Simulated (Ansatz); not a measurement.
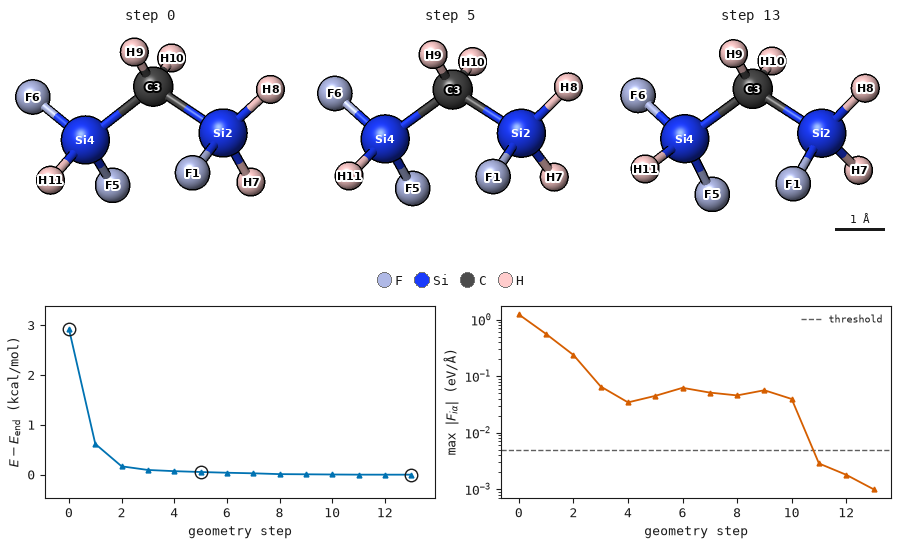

Frames of a relaxation of CH$_{5}$F$_{3}$Si$_{2}$, marked on the history of the run. The picture is a ball-and-stick view, seen at a tilt.

The start comes from GFN2-xTB.

The calculation used RKS PBE0-D4/def2-TZVP in Ansatz 0.2.0. (force threshold 0.005 eV/Å; at most 150 steps)

### What happens along the run?

The largest move after the best rigid fit is that of H7, 0.33 Å. By element the largest moves are H 0.33 Å, F 0.29 Å, C 0.05 Å, Si 0.03 Å. Some distances before and after: C3–Si4 1.883 → 1.844 Å, Si2–C3 1.897 → 1.861 Å, Si4–H11 1.441 → 1.474 Å, Si2–H7 1.453 → 1.481 Å. Bond angles that change, for instance: C3–Si4–H11 119.8° → 114.8°, F5–Si4–F6 101.7° → 106.7°, H7–Si2–H8 114.5° → 110.6°. The energy falls by 2.92 kcal/mol in 13 geometry steps. Largest force component: 1.2 eV/Å at the start, 0.001 eV/Å at the end. The run took 56 s on 4 threads of Arm Neoverse V2, with other jobs on the host. From step 0 to 5: H7 moves most (0.14 Å), energy −2.87 kcal/mol. From step 5 to 13: F1 moves most (0.22 Å), energy −0.05 kcal/mol.
